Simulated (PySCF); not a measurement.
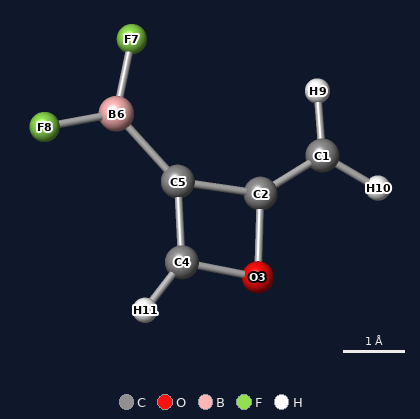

Figure 1. The input geometry of the first run (ball-and-stick view, seen at a tilt; atoms are numbered from 1 in the order of the input). Bond lengths as drawn: B–C 1.52 Å, B–F 1.32 Å, C–C 1.32 to 1.47 Å, C–H 1.09 Å and C–O 1.36 to 1.42 Å.

# What a change does: NMR shielding calculation on C4H3BF2O

System: C4H3BF2O, SMILES C=C1OC=C1B(F)F.
Method of the first run: GIAO PBE0/STO-3G NMR shielding, non-relativistic, gas phase (PySCF 2.14.0).

The geometry comes from this level: PBE0-D3(BJ)/def2-SVP. Text and figures count atoms from 1; the logs count them from 0 in places.

Input file, the first run:
```
{"job": {"kind": "nmr", "xc": "PBE0", "basis": "STO-3G", "pop": true}, "charge": 0, "multiplicity": 1}
C     -1.762505    -0.930400    -0.351955
C     -0.867659     0.028179    -0.168994
O     -1.127332     1.427629    -0.191128
C      0.199809     1.583670     0.067550
C      0.560108     0.268550     0.109473
B      1.833513    -0.532229     0.334846
F      1.841075    -1.855482     0.294708
F      2.986497     0.071634     0.578067
H     -1.446476    -1.973007    -0.312068
H     -2.808184    -0.684247    -0.543310
H      0.643680     2.575063     0.173596
```

The first line tells a small driver script what to run in PySCF; the rest is the geometry in Å.

Launched with:
```bash
OMP_NUM_THREADS=1 python <driver script> task.json out
```

Hardware: 1 CPU thread, shared host.

Output (the first run):
```
coarse grid: 10552 points
cycle   1  E = -447.3675389400  dE =  1.628e+00  |g| = 6.656e-01  |ddm| = 4.805e+00
cycle   2  E = -447.2640390937  dE =  1.035e-01  |g| = 9.327e-01  |ddm| = 1.992e+00
cycle   3  E = -447.5208162855  dE = -2.568e-01  |g| = 1.418e-01  |ddm| = 1.205e+00
cycle   4  E = -447.5272759071  dE = -6.460e-03  |g| = 3.121e-02  |ddm| = 2.234e-01
cycle   5  E = -447.5275298214  dE = -2.539e-04  |g| = 1.223e-02  |ddm| = 4.613e-02
cycle   6  E = -447.5275755200  dE = -4.570e-05  |g| = 2.032e-03  |ddm| = 1.714e-02
cycle   7  E = -447.5275766990  dE = -1.179e-06  |g| = 8.948e-04  |ddm| = 3.844e-03
final grid: 106576 points
cycle   8  E = -447.4766308395  dE =  4.726e-06  |g| = 7.987e-03  |ddm| = 1.880e-02
cycle   9  E = -447.4765955710  dE =  3.527e-05  |g| = 1.335e-02  |ddm| = 2.684e-02
cycle  10  E = -447.4766493467  dE = -5.378e-05  |g| = 1.503e-03  |ddm| = 1.803e-02
cycle  11  E = -447.4766500339  dE = -6.872e-07  |g| = 2.387e-04  |ddm| = 2.084e-03
cycle  12  E = -447.4766500519  dE = -1.803e-08  |g| = 5.564e-05  |ddm| = 3.659e-04
cycle  13  E = -447.4766500528  dE = -8.758e-10  |g| = 2.633e-05  |ddm| = 1.074e-04
converged SCF energy = -447.4766500528

GIAO shielding tensors (ppm)
atom      isotropic    diamagn.    paramagn.     s11        s22        s33       span
  0 C      146.370     254.470    -108.100     75.235    146.380    217.496    142.261
  1 C       98.359     258.904    -160.544     41.434    109.258    144.385    102.952
  2 O      198.184     382.132    -183.949    113.604    183.061    297.886    184.282
  3 C       88.644     260.460    -171.816     21.754     90.515    153.662    131.907
  4 C      136.222     256.175    -119.953     69.254    136.168    203.243    133.990
  5 B      114.735     204.368     -89.633    101.847    119.108    123.251     21.405
  6 F      308.604     453.180    -144.577    149.507    211.719    564.585    415.078
  7 F      305.506     451.710    -146.204    141.182    212.511    562.827    421.645
  8 H       27.603      31.249      -3.647     25.494     26.555     30.759      5.266
  9 H       27.558      29.747      -2.189     25.558     25.581     31.536      5.978
 10 H       25.515      30.296      -4.781     24.095     24.919     27.532      3.437
```

For the second run the input was changed thus:
```diff
-"basis": "STO-3G"
+"basis": "pcSseg-0"
```

How does the second run compare with the first run?

The total energy of the second run is 3159.1 kcal/mol lower, which measures the change of basis and not a stability. The HOMO goes from −4.40 to −7.74 eV. The LUMO goes from 1.38 to −1.98 eV. The dipole moment goes from 0.32 to 1.35 D. Of all shieldings, the largest change is that of O3, by −133.6 ppm. The SCF takes 14 iterations against 13. The basis functions go from 43 to 78.

Output (the second run):
```
coarse grid: 10552 points
cycle   1  E = -452.4886225702  dE =  1.397e+00  |g| = 7.189e-01  |ddm| = 3.774e+00
cycle   2  E = -452.3361292818  dE =  1.525e-01  |g| = 1.160e+00  |ddm| = 1.872e+00
cycle   3  E = -452.5922519123  dE = -2.561e-01  |g| = 1.272e-01  |ddm| = 1.129e+00
cycle   4  E = -452.5957247922  dE = -3.473e-03  |g| = 4.456e-02  |ddm| = 1.792e-01
cycle   5  E = -452.5961222530  dE = -3.975e-04  |g| = 1.092e-02  |ddm| = 4.559e-02
cycle   6  E = -452.5961493257  dE = -2.707e-05  |g| = 3.097e-03  |ddm| = 1.421e-02
cycle   7  E = -452.5961510784  dE = -1.753e-06  |g| = 1.881e-03  |ddm| = 5.177e-03
final grid: 106576 points
cycle   8  E = -452.5109562805  dE = -1.636e-05  |g| = 7.877e-03  |ddm| = 2.211e-02
cycle   9  E = -452.5109440887  dE =  1.219e-05  |g| = 1.111e-02  |ddm| = 1.614e-02
cycle  10  E = -452.5109666605  dE = -2.257e-05  |g| = 1.337e-03  |ddm| = 9.984e-03
cycle  11  E = -452.5109670738  dE = -4.133e-07  |g| = 2.554e-04  |ddm| = 1.455e-03
cycle  12  E = -452.5109670891  dE = -1.533e-08  |g| = 8.058e-05  |ddm| = 3.972e-04
cycle  13  E = -452.5109670904  dE = -1.259e-09  |g| = 4.105e-05  |ddm| = 1.168e-04
cycle  14  E = -452.5109670907  dE = -3.399e-10  |g| = 9.456e-06  |ddm| = 4.695e-05
converged SCF energy = -452.5109670907

GIAO shielding tensors (ppm)
atom      isotropic    diamagn.    paramagn.     s11        s22        s33       span
  0 C       81.125     255.650    -174.525     -6.816     80.556    169.636    176.452
  1 C       16.618     273.402    -256.785    -82.197     58.859     73.191    155.389
  2 O       64.624     407.891    -343.267    -76.931     47.253    223.551    300.482
  3 C       -3.429     261.048    -264.477   -111.789      0.855    100.647    212.435
  4 C       78.073     259.034    -180.961     -6.133     89.308    151.045    157.178
  5 B       84.846     187.357    -102.511     70.210     88.209     96.119     25.909
  6 F      256.256     474.946    -218.690     86.287    290.411    392.070    305.783
  7 F      255.180     471.179    -215.999     81.655    292.990    390.895    309.240
  8 H       27.494      30.090      -2.597     26.258     26.446     29.777      3.519
  9 H       27.297      28.551      -1.254     25.202     26.104     30.585      5.383
 10 H       24.815      28.443      -3.628     24.416     24.494     25.535      1.118
```

The two runs side by side:

| quantity | the first run | the second run |
| --- | --- | --- |
| outcome | converged | converged |
| total energy (hartree) | −447.476650 | −452.510967 |
| HOMO (eV) | −4.40 | −7.74 |
| LUMO (eV) | 1.38 | −1.98 |
| dipole moment (D) | 0.32 | 1.35 |
| shielding of C1 (ppm) | 146.4 | 81.1 |
| shielding of C2 (ppm) | 98.4 | 16.6 |
| shielding of O3 (ppm) | 198.2 | 64.6 |
| shielding of C4 (ppm) | 88.6 | −3.4 |
| shielding of C5 (ppm) | 136.2 | 78.1 |
| shielding of F7 (ppm) | 308.6 | 256.3 |
| shielding of F8 (ppm) | 305.5 | 255.2 |
| SCF iterations | 13 | 14 |
| basis functions | 43 | 78 |
| wall time (shared host) | 3.8 s | 6.8 s |
